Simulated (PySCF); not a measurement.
Molecule: Si(Me)(Vi)2(OH), C5H10OSi, SMILES C=C[Si](C)(O)C=C. Atoms near the plane z = 1.2 Å, at the GFN2-xTB optimised geometry (x, y, z in Å): C1 (1.6, -0.7, 0.8), C2 (0.9, 0.1, 0.0), Si3 (-1.0, 0.1, 0.0), C4 (-1.6, 1.9, 0.0), O5 (-1.6, -0.8, 1.3), H8 (2.7, -0.6, 0.8), H9 (1.2, -1.3, 1.6), H11 (-1.2, 2.4, 0.8), H12 (-2.7, 1.9, 0.1), H14 (-1.4, -0.5, 2.2).

Method: PBE0/def2-SVP (PySCF 2.14.0). Cells within 0.4 Å of a nucleus heavier than hydrogen are left out (blank, or x). The values are rescaled to run from 0 to 1.

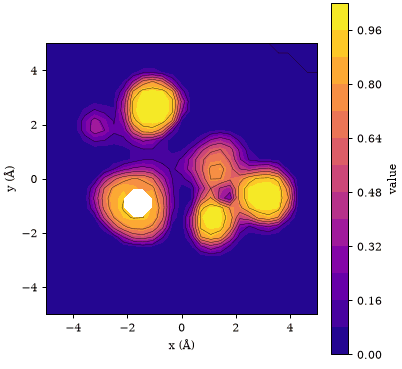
*a field on the plane z = 1.2 Å.*

**Question.** Which quantity is mapped?
A. electron localisation function
B. electrostatic potential
C. an orbital amplitude
D. deformation density (molecule minus spherical neutral atoms)

**Answer.** A, electron localisation function
